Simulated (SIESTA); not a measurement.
# How far to go with the k-point mesh: VW (Cmm2, 2 atoms in the cell)

```
VW
1.0
    1.55277    -2.23052     0.00000
    1.55277     2.23052     0.00000
    0.00000     0.00000     4.29276
V W
1 1
Direct
  0.00000   0.00000   0.01165
  0.50000   0.50000   0.50000
```

Level of theory: GGA PBEsol, numerical atomic orbitals DZP, PseudoDojo PBEsol standard norm-conserving potentials (rewritten from UPF to PSML) (SIESTA).

Base settings: XC.functional = GGA; XC.authors = PBEsol; potentials = PseudoDojo PBEsol standard; PAO.BasisSize = DZP; PAO.EnergyShift = 0.01 Ry; MeshCutoff = 300 Ry; kgrid.MonkhorstPack = 6 6 4; OccupationFunction = MP; OccupationMPOrder = 0; ElectronicTemperature = 1160.45 K.

Only quantities that move along the ladder and can be compared are tabulated.

The starting cell comes from a database of computed structures (which also holds hypothetical and non-ambient phases and stackings), without a prior relaxation at this level. Its lattice was rescaled by up to half a per cent. One atom was moved a little off its site on purpose. Spin polarisation is off. Values carry the incompleteness of an atom-centred basis. In the base run, with a pressure of about -10 GPa the cell is away from its equilibrium volume at this level. Without a gap this mesh is coarse (it stands for a supercell whose shortest vector is 16 Å).

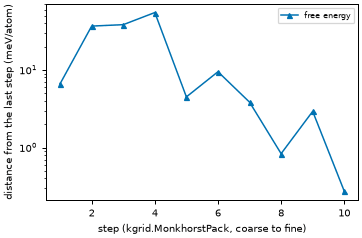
Distance from the last step along the ladder; very small values are drawn at a floor.

```csv
kgrid.MonkhorstPack,free energy less the last step's (meV/atom),pressure (GPa),largest difference of a force vector from the last step's (eV/Å)
2 2 2,6.65,-18.34,0.248
3 3 2,-36.80,-8.75,0.102
4 4 2,-38.38,-11.64,0.185
5 5 3,55.00,-11.16,0.081
6 6 4,-4.50,-10.35,0.020
7 7 4,-9.49,-10.73,0.080
8 8 5,3.85,-10.49,0.007
10 10 6,-0.83,-10.83,0.012
12 12 7,-2.93,-10.68,0.005
15 15 9,0.27,-10.67,0.010
17 17 10,0.00,-10.57,0.000
```

Coarsest kgrid.MonkhorstPack that holds the pressure within 0.5 GPa of the last step, with all finer ones: 6 6 4; the step before is off by 0.59 GPa.

Coarsest kgrid.MonkhorstPack that holds the free energy within 5 meV/atom of the last step, with all finer ones: 8 8 5; the step before is off by 9.5 meV/atom.

Coarsest kgrid.MonkhorstPack that holds the forces within 0.005 eV/Å: not settled: the last two steps still differ by 0.010 eV/Å, over half the tolerance, so the ladder does not show it.
